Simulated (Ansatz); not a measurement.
# How Sc(0001) screens a field, part 2 of 2

Wanted: the response of a Sc(0001) slab to a perpendicular field.

Ansatz 0.2.0; plane-wave DFT, PBE, Ansatz PAW.

So far. Step 8 (Atoms held, field -0.2 V/Å): The dipole is -0.193 e·Å.

### 9. Atoms held, field 0.4 V/Å

The input, input.yaml:

```yaml
crystal:
  lattice:
    - [3.31, 0.0, 0.0]
    - [1.655, 2.8665440865, 0.0]
    - [0.0, 0.0, 31.19035]
  atoms:
    - { symbol: Sc, position: [0.6666666667, 0.6666666667, 0.2885507857] }
    - { symbol: Sc, position: [0.0, 0.0, 0.3731304714] }
    - { symbol: Sc, position: [0.6666666667, 0.6666666667, 0.4577101571] }
    - { symbol: Sc, position: [0.0, 0.0, 0.5422898429] }
    - { symbol: Sc, position: [0.6666666667, 0.6666666667, 0.6268695286] }
    - { symbol: Sc, position: [0.0, 0.0, 0.7114492143] }
kpoints:
  mp_grid: { grid: [18, 18, 1] }
hamiltonian:
  xc: pbe
scf:
  occupations: { method: fermi_dirac, width: 0.1 }
  convergence: { dr2_threshold: 1.0e-10 }
efield:
  axis: 3
  dipole_correction: true
  ramp_position: 0.97
  ramp_width: 0.06
  amplitude: 0.4
output:
  forces: true
  write_potential: true
  write_density: true
  volumetric_format: npy
  elf: true
```

Started as:

```bash
$ ansatz run input.yaml --threads 2 --pin off --max-ram 3072MiB --backend cpu --events-out ev --progress --plain --runs-dir out
```

Numbers of over 12 decimals in the logs are rounded to 6 here.

What it wrote:

```text
[...]
Crystal: 6 atoms, lattice volume = 295.942 Å³
Basis set: ecut = 420 eV, 5877 PW (Γ), exchange–correlation on 48×48×432 points (8 copies of the dense FFT grid, shifted against one another)
Bands: 40, of which v1, the nominal top of the filled ones, is band 33 counted from 1 (32 counted from 0)
Symmetry: 6 space group operations
k-points: 37 of 324 (time reversal used)
[...]
k-point 0: bands = [... 29 lower, 1.0506, 2.9416, 3.1032, 3.3408, 3.4977, 3.8329, 4.2264, 4.2937, ... 10 higher]
  k-point 1: bands = [... 29 lower, 1.1092, 2.9535, 3.1043, 3.2950, 3.4709, 3.8190, 4.1776, 4.2317, ... 10 higher]
  k-point 2: bands = [... 29 lower, 1.2782, 2.9718, 3.0848, 3.1849, 3.4119, 3.7887, 4.0352, 4.0574, ... 10 higher]
  k-point 36: bands = [... 29 lower, 2.5179, 2.5202, 2.5223, 2.5270, 2.8993, 2.9034, 3.2410, 3.2477, ... 10 higher]
[key lines of the parts left out:]
SCF converged after 17 iterations
Free energy (F): -12813.624093 eV
Fermi energy:    2.927514 eV
Dipole field:    D = 0.236393 V/Å  (p = 0.386616 e·Å, saw-weighted, corrected)
```

Run time: 52 s. Hardware: 2 threads of Arm Neoverse V1, shared host; peak memory 0.7 GiB.

Running mean over 2.63807 Å of the planar mean, with the applied field; the ramp of the sawtooth is left out. Electron's electrostatic potential energy less the Fermi level against z:

```csv
z (Å),electron's electrostatic potential energy less the Fermi level (eV)
5.0,3.09
7.5,-0.438
10.0,-5.25
12.5,-5.22
15.0,-5.24
17.5,-5.25
20.0,-5.17
22.5,-5.46
25.0,3.48
27.5,4.78
```

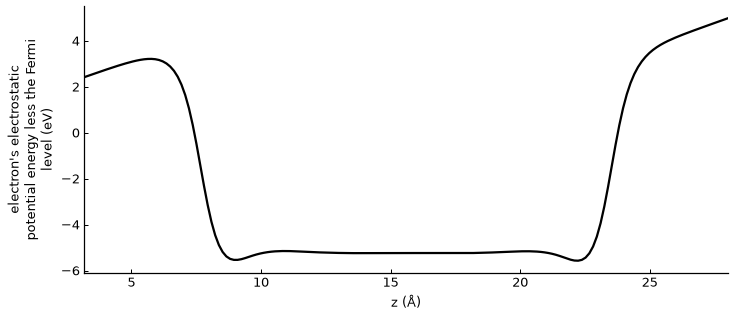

Electron's electrostatic potential energy less the Fermi level against z.

The dipole is 0.387 e·Å.

### 10. The response

This step: plane-wave DFT, PBE, Ansatz PAW; screening of a field by a metal slab (Ansatz 0.2.0).

The dipoles give the slope, and the difference of two potentials shows where the field is screened.

This step gave:

```
equivalent conductor thickness p/(ε₀AE)      : 18.40 Å
distance between the outer atoms             : 13.19 Å
inner field over outer field                 : -5.24e-4
image plane, upper face                      : 2.610 Å
induced electrons on the upper face over ε₀E : -0.9976
image plane, lower face                      : 2.611 Å
induced electrons on the lower face over ε₀E : 0.9976
```

Dipole of the cell against applied field:

```csv
applied field (V/Å),dipole of the cell (e·Å)
-0.200,-0.193
-0.100,-0.0965
-0.050,-0.0482
0.000,9.8e-7
0.050,0.0482
0.100,0.0965
0.200,0.193
0.400,0.387
```

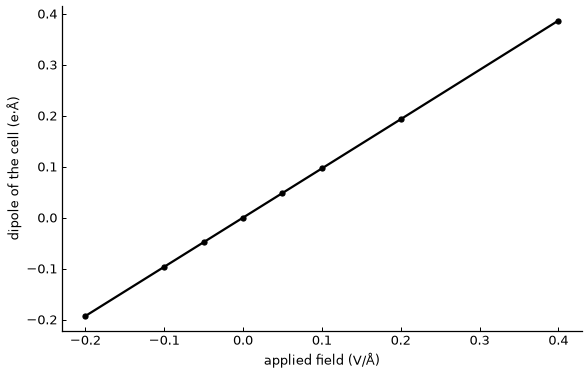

Dipole of the cell against applied field.

Local field over the applied field, running mean. From the potentials at -0.05 and 0.05 V/Å; running mean over 2.63807 Å. The local field over applied field by z:

```csv
z (Å),local field over applied field
5.0,0.927
7.5,0.137
10.0,-4.1e-4
12.5,2.1e-4
15.0,-9.6e-5
17.5,-0.00327
20.0,-0.00791
22.5,-0.0612
25.0,0.661
```

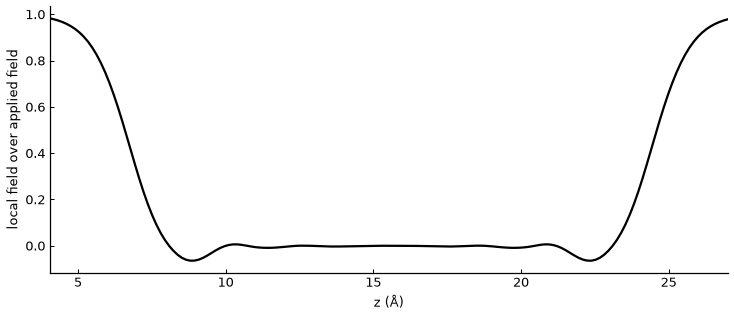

Local field over applied field, plotted against z.

The induced electron density oscillates, so the rows of the table below give means over windows of 2.45 Å about each position, cut where the curve ends. Its maxima inside the range that stand out by 2 % of the span (Å: e/Å³ per V/Å): 7.2: 0.00387, 9.7: 8.1e-4, 12.3: 2.3e-4, 20.1: 5.4e-4, 22.5: 0.00225. Its minima: 8.7: -0.00225, 11.1: -5.4e-4, 18.9: -2.3e-4, 21.5: -8.1e-4, 24.0: -0.00387.

Electrons, planar mean, per unit field. The induced electron density by z; means over each step:

```csv
z (Å),induced electron density (e/Å³ per V/Å)
5.27,7.8e-4
7.72,0.00147
10.17,-3.0e-5
12.62,1.6e-5
15.07,-3.8e-6
17.52,6.1e-6
19.97,-1.4e-5
22.42,4.1e-5
24.87,-0.00218
```

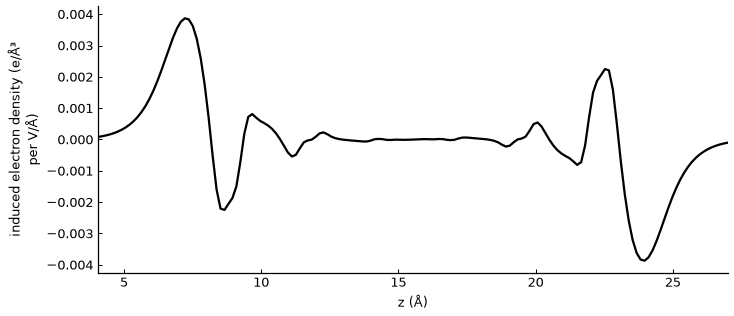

Induced electron density against z.

By hand: between -0.05 and 0.05 V/Å the dipole changes by 0.09649 e·Å, a slope of 0.9649 e·Å²/V. A perfect conductor of thickness t has p = ε₀AEt, so t = 180.95 × 0.9649 / 9.488 = 18.40 Å (e/ε₀ = 180.95 V·Å, A in Å²). Less the 13.19 Å between the outer atoms, and halved, that puts each image plane 2.61 Å out.

The induced dipole is that of a conductor 18.40 Å thick.

### 11. The same run with other settings

This step: plane-wave DFT, PBE, Ansatz PAW (Ansatz 0.2.0).

A run with a changed input: it repeats the earlier run at 0.05 V/Å with scf.mixing.preconditioner to resta and scf.lower_state_search to off.

input.yaml, as its differences from that of step 9:

```diff
@@ -19,2 +19,4 @@
   convergence: { dr2_threshold: 1.0e-10 }
+  mixing: { preconditioner: resta }
+  lower_state_search: "off"
 efield:
@@ -24,3 +26,3 @@
   ramp_width: 0.06
-  amplitude: 0.4
+  amplitude: 0.05
 output:
@@ -30,2 +32 @@
   volumetric_format: npy
-  elf: true
```

What it wrote:

```text
[...]
Crystal: 6 atoms, lattice volume = 295.942 Å³
Basis set: ecut = 420 eV, 5877 PW (Γ), exchange–correlation on 48×48×432 points (8 copies of the dense FFT grid, shifted against one another)
Bands: 40, of which v1, the nominal top of the filled ones, is band 33 counted from 1 (32 counted from 0)
Symmetry: 6 space group operations
k-points: 37 of 324 (time reversal used)
[...]
SCF iter   1: F=—  HF=-12816.205022 eV  |F-HF|=—  |Δ(HF+E_count)|=         —  Δρ=2.77e-2  dr2=6.75e1  ethr=3.10e-3  p=0.044 e·Å  D=2.68e-2 V/Å  ΔV_dip=-0.84 eV  dr2_dipole=2.33e-5  V_vac-E_F(+/−)=7.12/6.53 eV  ⟨swp⟩=8.2  Hψ=6901  notcnv=0
[...]
SCF iter  35: F=-12813.548043 eV  HF=-12813.548043 eV  |F-HF|=3.82e-11  |Δ(HF+E_count)|=  1.82e-12  Δρ=1.34e-8  dr2=1.27e-11  ethr=1.00e-12  p=0.048 e·Å  D=2.95e-2 V/Å  ΔV_dip=-0.92 eV  dr2_dipole=4.79e-12  V_vac-E_F(+/−)=3.89/3.37 eV  ⟨swp⟩=4.5  Hψ=6406  notcnv=0
SCF 1 converged in 35 iterations: F = -12813.548043 eV  dr2 = 1.27e-11
[...]
SCF converged after 35 iterations
Stability not checked: this state was not tested for a lower state beside it, because the mixer in use, unlike msr1, does not test its closes by its own steps (another_mixer; see scf.mixing.algorithm and scf.lower_state_search)
Free energy (F): -12813.548043 eV
[...]
Internal energy: -12813.095423 eV  (E = F + TS)
E sigma→0 (E₀):  -12813.321733 eV
Entropy (-TS):   -0.452620 eV (-75.437 meV/atom)
Fermi energy:    2.949076 eV
Dipole field:    D = 0.029499 V/Å  (p = 0.048245 e·Å, saw-weighted, corrected)
Work function:   not extracted (applied field tilts the vacuum); planar V_es + V_field profile in the machine report
[...]
--- Forces (eV/Å), atoms counted from 1 ---
  atom   1  Sc     0.00000000     0.00000000     0.24610504
  atom   2  Sc    -0.00000000    -0.00000000    -0.18082241
  atom   3  Sc     0.00000000     0.00000000     0.02267375
  atom   4  Sc    -0.00000000    -0.00000000    -0.02294769
  atom   5  Sc    -0.00000000     0.00000000     0.18333213
  atom   6  Sc    -0.00000000    -0.00000000    -0.24834031
  max |Σ_I F_I| component: 4.95e-7 eV/Å
--- Band table (eV; the first three rows and the last of 37) ---
  k-point 0: bands = [... 29 lower, 1.0719, 3.0312, 3.0527, 3.3625, 3.5191, 3.8545, 4.2482, 4.3181, ... 10 higher]
  k-point 1: bands = [... 29 lower, 1.1305, 3.0381, 3.0593, 3.3167, 3.4921, 3.8406, 4.1998, 4.2536, ... 10 higher]
  k-point 2: bands = [... 29 lower, 1.2995, 3.0393, 3.0601, 3.2046, 3.4322, 3.8102, 4.0584, 4.0780, ... 10 higher]
  k-point 36: bands = [... 29 lower, 2.5404, 2.5407, 2.5441, 2.5484, 2.9226, 2.9231, 3.2653, 3.2661, ... 10 higher]
```

Wall time 99 s (2 threads); peak memory 0.69 GiB; 3.3 min of CPU time.

Numbers from this step:

```yaml
energy_at_zero_smearing: -12813.3217 eV
dipole_along_the_normal: 0.04824 e·Å
```

Force by atom:

```csv
atom,x (eV/Å),y (eV/Å),z (eV/Å),size
Sc1,0.000,0.000,0.246,0.246
Sc2,0.000,0.000,-0.181,0.181
Sc3,0.000,0.000,0.023,0.023
Sc4,0.000,0.000,-0.023,0.023
Sc5,0.000,0.000,0.183,0.183
Sc6,0.000,0.000,-0.248,0.248
```

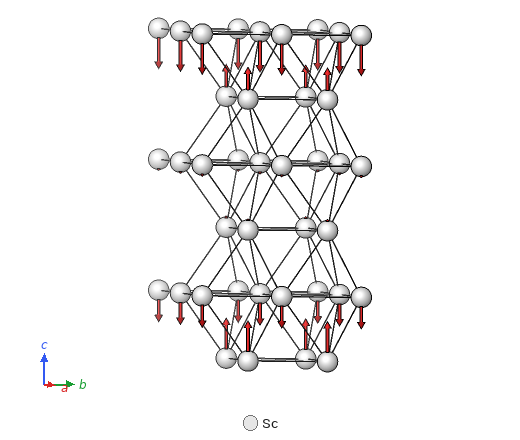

Force as arrows, the longest 0.248 eV/Å. 2×2×1 cells are drawn. Some periodic images of atoms are drawn too.

```csv
quantity,this run,earlier run,difference
dipole along the normal (e·Å),0.04824,0.04825,-1.9e-7
```

The dipole moves by under 0.5 % or 5e-5 e·Å. The run took 35 SCF cycles against 15.

### 12. Results

```json
{
 "work function": "3.65 eV",
 "image plane, upper face": "2.61 Å",
 "induced electrons on the upper face over ε₀E": "-0.998",
 "equivalent conductor thickness p/(ε₀AE)": "18.4 Å",
 "inner field over outer field": "-5.2e-4"
}
```

What this shows: The induced charge has its centre 2.61 Å outside the outermost atoms; this is the plane from which a capacitor's gap or an image potential counts. The equivalent conductor thickness exceeds the distance between the outer atoms by 5.21 Å, about the sum of the two image-plane distances. In the middle of the slab the field is screened to under 0.5 % of its outer value. The atoms are held at bulk positions with the tabulated experimental lattice constant.

[Logs are printed without paths, hosts, clocks, repeated set-up lines and the standing remarks that a program may print on its own settings, such as how far it seeks lower states.]

[Hosts, paths, dates, database ids (printed as entryN), source tags and the programs' standing remarks are cut or masked in the printed files.]

[Maps of the electrostatic potential energy from Ansatz leave out the sawtooth potential of an applied field or a dipole correction, so their vacuum need not be flat; planar profiles and work functions include it.]
